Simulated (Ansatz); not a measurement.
# CH₅BFNSi: up Jacob's ladder to CCSD(T)

Aim: compute CH₅BFNSi with functionals from several rungs and with coupled cluster, and see how far each lands from CCSD(T) at the basis-set limit for the atomisation energy.

Program: Ansatz 0.2.0, Gaussian basis. Level of theory: functionals in def2-TZVPP, the program's frozen cores in correlated methods. These are calculated values, not measurements.

Levels to be run: PBE-D4, r2SCAN-D4, PBE0-D4, B3LYP-D4, ωB97X-V, ωB97M-V, B2PLYP; CCSD(T)/def2-TZVPP; MP2/def2-QZVPP; extrapolation to the limit.

## 1. Structure used throughout

All runs share one geometry, relaxed beforehand with PBE0-D4 in a triple-zeta def2 set.

SMILES `C[Si]1(F)BN1`, 10 atoms, charge 0, spin multiplicity 1.

Atoms are counted from 1 here; the program's logs count them from 0.

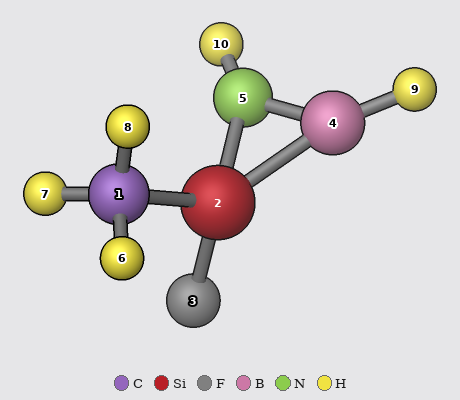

The structure; carbon purple, silicon red, fluorine grey, boron pink, nitrogen green, hydrogen yellow; atoms are numbered from 1 in the order of the file.

## 2. PBE-D4 (GGA)

Contents of in.yaml:

```yaml
crystal:
  periodic: [false, false, false]
  atoms:
    - {symbol: C, position_ang: [-0.618857, -1.416719, -0.549256]}
    - {symbol: Si, position_ang: [0.392364, -0.196381, 0.409636]}
    - {symbol: F, position_ang: [1.795330, -0.920655, 0.694894]}
    - {symbol: B, position_ang: [-0.008203, 1.545490, 1.075888]}
    - {symbol: N, position_ang: [0.526918, 1.416734, -0.207008]}
    - {symbol: H, position_ang: [-0.813925, -2.308517, 0.050321]}
    - {symbol: H, position_ang: [-0.087834, -1.729442, -1.451997]}
    - {symbol: H, position_ang: [-1.574706, -0.975073, -0.835403]}
    - {symbol: H, position_ang: [-0.329344, 2.470289, 1.749687]}
    - {symbol: H, position_ang: [0.801358, 2.063074, -0.933963]}
basis:
  gaussian: {orbitals: def2-TZVPP}
hamiltonian: {xc: pbe, dispersion: d4}
output: {forces: true, orbitals: {seedname: orbitals}}
```

Run with:

```console
$ ansatz run in.yaml --threads 4 --pin off --events-out ev --progress --plain --max-ram 10444MiB
```

After this run come: r2SCAN-D4 (meta-GGA); PBE0-D4 (hybrid); B3LYP-D4 (hybrid); ωB97X-V (range-separated); ωB97M-V (range-separated); B2PLYP (double hybrid); CCSD(T) in def2-TZVPP; MP2 in def2-QZVPP.

**Question.** What will the summary of the whole plan be? Wanted: atomisation energy, CCSD(T)/CBS; farthest; mean size of error, hybrid; mean size of error, range-separated; gap, smallest and largest; T1 diagnostic; triples share of the correlation energy.

The runs gave:

| quantity | value |
| --- | --- |
| atomisation energy, CCSD(T)/CBS | 40.179 eV |
| functionals within 0.201 eV (0.5 %) | PBE0-D4, B3LYP-D4 |
| farthest | PBE-D4 (+0.911 eV) |
| mean size of error, hybrid | 0.135 eV |
| mean size of error, range-separated | 0.274 eV |
| gap, smallest and largest | 4.46 eV (PBE-D4), 11.09 eV (ωB97X-V) |
| T1 diagnostic | 0.0128 |
| triples share of the correlation energy | 3.7 % |

**Reading.** PBE-D4 misses by +0.911 eV. Double hybrids carry the basis error of their MP2 part in triple zeta, and no dispersion term here, so their miss is partly the set-up's. The reference freezes the cores and leaves out relativity and excitations past (T), so misses under about 0.201 eV can't be ranked. Hartree-Fock recovers 73 % of the binding; the rest is correlation. Orbital gaps span 4.5 to 11.1 eV; exact exchange widens them.
